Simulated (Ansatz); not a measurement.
```xyz
11

Zr    0.3858   -0.2325   -0.5637
O    -0.6637   -0.5870    2.4952
H    -1.1867   -1.3960    2.5505
F     1.2940   -0.3777   -2.2131
F     0.6614    1.5079    0.1296
F    -1.3913   -0.8590   -0.7865
Si    1.6568   -1.9696    0.9723
H     0.7429   -3.0978    1.3730
H     2.8824   -2.6144    0.3949
H     2.1023   -1.3445    2.2713
H     0.1992   -0.8374    2.8941
```

Core potentials replace the inner electrons of Zr; not at a stationary point (largest force 1.1 eV/Å).

The calculation used RKS PBE0-D4/def2-SVP in Ansatz 0.2.0.

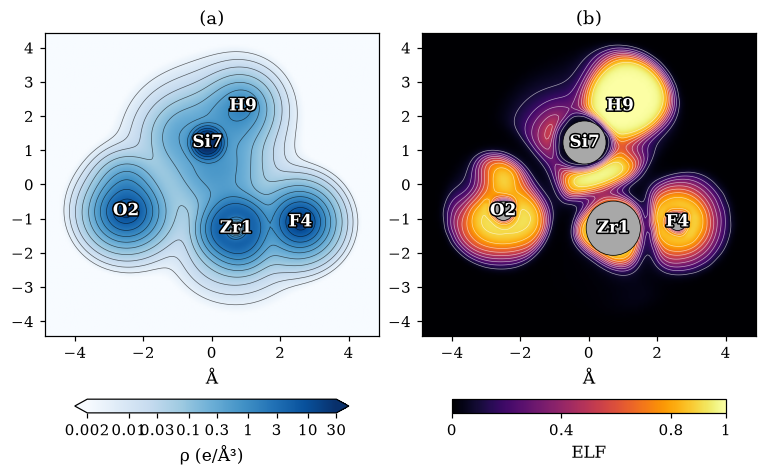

F3H3SiZr···H2O. (a) electron density; (b) electron localisation function on the plane of atoms F4, Zr1 and Si7. Grey discs cover the atomic cores in the ELF map.

Q: What do the fields say about this system?

A: Atoms in the plane: Zr, O, F, Si and H. Zr–F (1.89 Å): ρ at the midpoint is about 0.96 e/Å³; the ELF peaks at about 0.85 in the valence shell of F, 0.5 Å from its nucleus, and drops to about 0.25 between the two atoms. Zr–Si (2.64 Å): ρ is about 0.5 e/Å³ halfway; the ELF peaks at about 1 in the valence shell of Si, 1.1 Å from its nucleus, and is about 0.85 at the midpoint. Si–H (1.50 Å): ρ is about 0.74 e/Å³ halfway; the ELF climbs to about 1 towards the hydrogen, as it does in any bond to H. The ELF also peaks beside O2, away from the bonds: lone-pair regions.
